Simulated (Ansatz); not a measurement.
```xyz
3

Cd    0.0001    0.0001    0.0001
F     1.3768   -1.0400   -0.8428
F    -1.3770    1.0399    0.8427
```

Geometry: r2SCAN-D4/def2-TZVP; core potentials replace the inner electrons of Cd.

These are results of RKS PBE0-D4/def2-TZVP in Ansatz 0.2.0, not measurements.

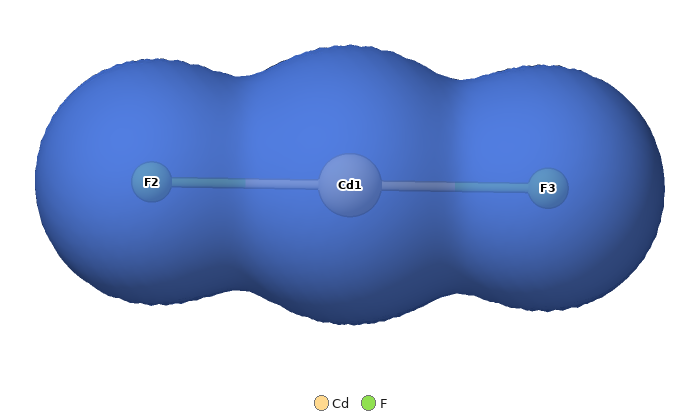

CdF2. Isosurface of the electron density at 0.1 e/Å³ (blue), seen from one side.

What does this surface tell about the bonding?

Answer. At this value the surface is in one piece. It bridges the sampled Cd–F (1.92 Å) contacts, where the density stays above the isovalue. On the grid the lowest density along these lines, outside the cores, is 0.81 e/Å³ (Cd–F, 1.92 Å).
